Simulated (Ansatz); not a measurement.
The parent structure is Ag in the fcc (Cu type) structure (space group Fm-3m, No. 225; a = 4.054 Å; relaxed with 0.1 eV smearing). Axes: x, y, z lie along the cube axes.

Structures relaxed with PBEsol/PAW in Ansatz (an electronic-structure program), no spin-orbit coupling.

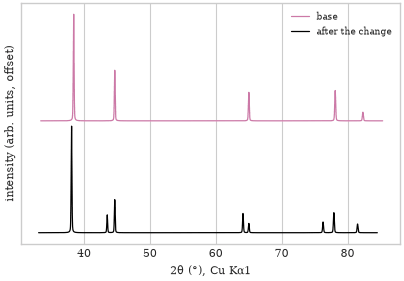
Figure. Simulated powder patterns before (top) and after one change

What was done to the base?
A) uniaxial strain ε_zz = −1.50 %
B) uniaxial strain ε_zz = −2.50 %
C) uniaxial strain ε_zz = +2.50 %

C, uniaxial strain ε_zz = +2.50 %. Its volume per atom is 17.07 Å³ against 16.65 Å³, and its space group is I4/mmm (No. 139).

Stability against distortions was not tested.
